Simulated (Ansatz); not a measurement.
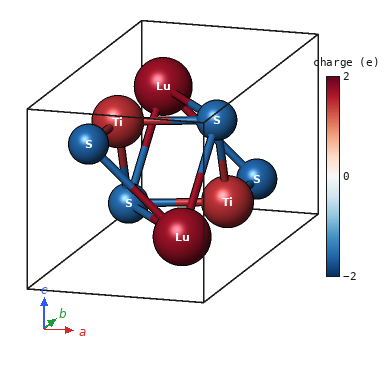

Drawn in the ball-and-stick manner and seen slightly off an axis. The simulation cell is drawn as a box. The atoms of this LuTiS2 cell are coloured by their Bader charge.

Method used: DFT, PAW plane waves, r2SCAN in Ansatz 0.2.0. It ran with wavefunction cutoff 500 eV, a 7×4×7 mesh of k-points, Fermi-Dirac smearing of 0.1 eV, no spin polarisation.

> Describe the charge distribution among the elements.

Most positive: Lu; most negative: S. Charges: about Lu +1.7 e; Ti +1.4 e; S -1.6 to -1.5 e.

Note that this is a generated cell, made by putting these elements into a known structure type (the compound may or may not exist in this form), and that it hasn't been relaxed. It was run through Ansatz as a DFT input.

At this level of theory the cell isn't at rest (forces up to 2.2 eV/Å), so its distances can differ from those at equilibrium, the more so the softer the solid.
